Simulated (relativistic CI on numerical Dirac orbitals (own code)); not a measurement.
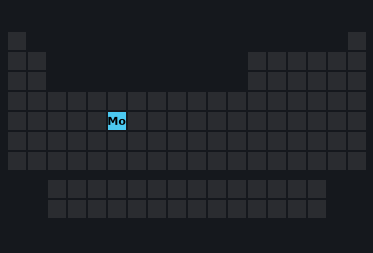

*The place of molybdenum in the periodic table.*

**Relativistic CI calculation for Mo**

- system: Mo.
- method: Dirac-Coulomb-Breit CI, KLI orbitals optimised for each configuration, model QED (radiative potential, 1s self-energy scaled to tabulated hydrogen-like ionisation energies), numerical settings as typed (relativistic CI on numerical Dirac orbitals, in-house)

### The input
```
atom Mo  Z=42  charge=0  electrons=42
nucleus A=98  rms_radius_fm=4.4091
hamiltonian dirac-coulomb  breit=on  qed=on  c_scale=1
orbitals kli  potential=per-configuration
slater_scale 1
correlation none
mixing on
grid step=0.0125 r_max=201.2
scf mixing=0.4 start=green max_iterations=4 tolerance=2e-08 node_fill=0.05
configurations
  [Kr] 4d5 5s
  [Kr] 4d4 5s2
  [Kr] 4d6
end
```

The run was one of a batch that the task file lists, launched with:
```bash
python <driver script> task.json out
```

The program writes its results to a structured record and prints no log; tables and figures of this report are taken from that record.

### Outcome

- outcome: not converged
- hardware: 1 CPU thread, shared host

### What went wrong

The input is odd on purpose: iterations. The run did not meet its convergence test, so its last values are not results. To bear in mind: SCF of 1s2 2s2 2p6 3s2 3p6 3d10 4s2 4p6 4d5 5s did not converge.
